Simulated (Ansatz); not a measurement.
**3 structures of HfN: ranking of polymorphs by energy in Python**

Which structure of HfN is lowest? Aim: a ranking of polymorphs by energy, for 3 structures of HfN, run from a script.

Computed with Ansatz 0.2.0 through its Python package. Level of theory: DFT LDA, plane waves, PAW.

**1. The structure**

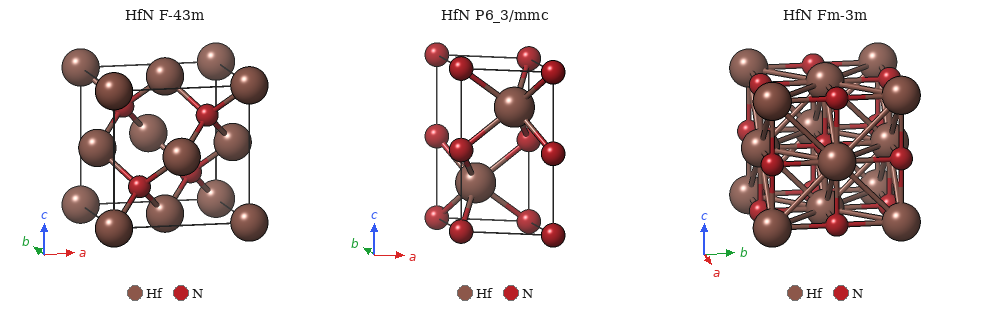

The starting structures, one conventional cell each, each at its own scale.

The script holds or builds the structure itself.

**2. The script**

File hfn_polymorphs.py:

```python
'''Which structure of HfN is lowest in energy, at the given cells.'''

import csv

import ansatz as az
import numpy as np
import spglib

PHASES = {
    'F-43m': (
        [[0.0, 2.454822, 2.454822], [2.454822, 0.0, 2.454822], [2.454822, 2.454822, 0.0]],
        [
            ('Hf', [0.0, 0.0, 0.0]),
            ('N', [0.75, 0.75, 0.75]),
        ],
    ),
    'P6_3/mmc': (
        [[3.133908, 0.0, 0.0], [-1.566954, 2.714044, 0.0], [0.0, 0.0, 5.416768]],
        [
            ('Hf', [2 / 3, 1 / 3, 0.75]),
            ('Hf', [1 / 3, 2 / 3, 0.25]),
            ('N', [0.0, 0.0, 0.0]),
            ('N', [0.0, 0.0, 0.5]),
        ],
    ),
    'Fm-3m': (
        [[0.0, 2.256, 2.256], [2.256, 0.0, 2.256], [2.256, 2.256, 0.0]],
        [
            ('Hf', [0.0, 0.0, 0.0]),
            ('N', [0.5, 0.5, 0.5]),
        ],
    ),
}


def build(vectors, sites):
    crystal = az.Crystal(lattice=az.Lattice.of(vectors))
    for symbol, position in sites:
        crystal = crystal.atom(symbol, position)
    return crystal


def solve(name, crystal):
    calc = (
        crystal.calculation()
        .functional('lda')
        .basis(460)
        .kpoints(spacing=0.14)
        .occupations('cold', width=0.05)
        .stress()
        .band_table()
    )
    return calc.run()


def space_group(outcome):
    sites = outcome.report['lattice']['sites']
    kinds = sorted({site['symbol'] for site in sites})
    cell = (outcome.lattice.cell_ang, [site['position_frac'] for site in sites], [kinds.index(site['symbol']) for site in sites])
    return spglib.get_spacegroup(cell, symprec=0.01)


def pressure_gpa(outcome):
    return float(np.trace(outcome.report['stress_gpa']) / 3)


def main() -> None:
    phases = {name: build(*cell) for name, cell in PHASES.items()}

    done = {}
    for name, crystal in phases.items():
        try:
            done[name] = solve(name, crystal)
        except az.NonConvergedError as error:
            print(name, 'did not converge:', str(error)[:120])

    energy = {name: o.report['energy_sigma0_ev'] / len(o.lattice.sites) for name, o in done.items()}
    lowest = min(energy.values())
    rows = [(name, len(o.lattice.sites), 1000 * (energy[name] - lowest), space_group(o), pressure_gpa(o)) for name, o in done.items()]
    rows.sort(key=lambda row: row[2])
    with open('polymorphs.csv', 'w', newline='') as handle:
        writer = csv.writer(handle)
        writer.writerow(['phase', 'atoms', 'dE (meV/atom)', 'space group', 'P (GPa)'])
        writer.writerows([round(v, 4) if isinstance(v, float) else v for v in row] for row in rows)
    print(open('polymorphs.csv').read())
    print('lowest in energy:', rows[0][0])


if __name__ == '__main__':
    main()
```

**3. Running it**

Launch:

```sh
$ python hfn_polymorphs.py
```

What it wrote:

```text
phase,atoms,dE (meV/atom),space group,P (GPa)
Fm-3m,2,0.0,Fm-3m (225),-8.3855
P6_3/mmc,4,30.5776,P6_3/mmc (194),-8.9575
F-43m,2,391.8064,F-43m (216),-9.6766

lowest in energy: Fm-3m
```

Wall time 34 s (1 thread of Arm Neoverse V1, shared host); peak memory 0.58 GiB.

**4. What each run gave**

The 3 runs, in the order started:

```csv
run,system,space group,energy from run 3 (meV/atom),pressure (GPa),SCF cycles,CPU time (s)
1,HfN (2 atoms),F-43m,391.81,-9.68,8,9.1
2,HfN (4 atoms),P6_3/mmc,30.58,-8.96,8,18
3,HfN (2 atoms),Fm-3m,0.00,-8.39,6,5.2
```

Energies are extrapolated to zero smearing width, as in the script. 

**5. Summary of results**

```
        quantity          value
   runs compared              3
          lowest  run 3 (Fm-3m)
next above it by  30.6 meV/atom
```

What this shows: By space group at the end of each run: Fm-3m (+0 meV an atom, 11.5 Å³), P6_3/mmc (+31 meV an atom, 11.5 Å³) and F-43m (+392 meV an atom, 14.8 Å³). What to keep in mind:
- Spin is left out of this run.
- Pressure is positive in compression.
- Spin-orbit coupling, which matters for elements this heavy, is left out.
- The ranking holds among these structures alone, at zero temperature; the ground state may be another structure. Differences under 10 to 15 meV an atom lie within the error of mesh and functional. Whether this is the phase that is stable at ambient conditions was not tested.
